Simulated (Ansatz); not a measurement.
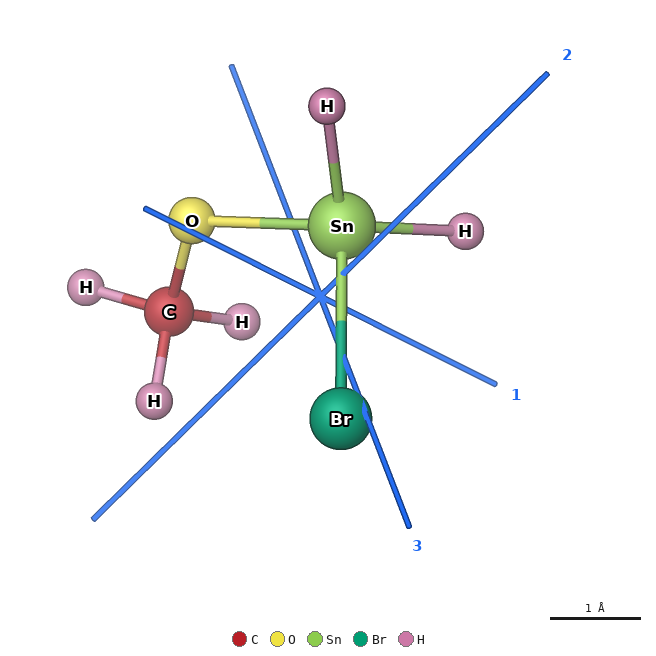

The three principal axes of inertia are drawn and numbered. Distant atoms are faded towards the background colour. The geometry was computed by an optimisation with PBE-D4/def2-SVP. No frequency run is at hand to confirm it as a minimum. Masses are those of the most abundant isotopes; constants are for the rigid equilibrium geometry.

### Which line is the a axis (least moment of inertia), which b and which c?

a is line 3, b is line 2, c is line 1; the moments are 148, 408, 534 u Å².

### Classify the rotor and give the rotational constants (MHz).

An asymmetric top (C1): A = 3412, B = 1238, C = 946 MHz. Ray's parameter κ is −0.76, nearer the prolate limit.
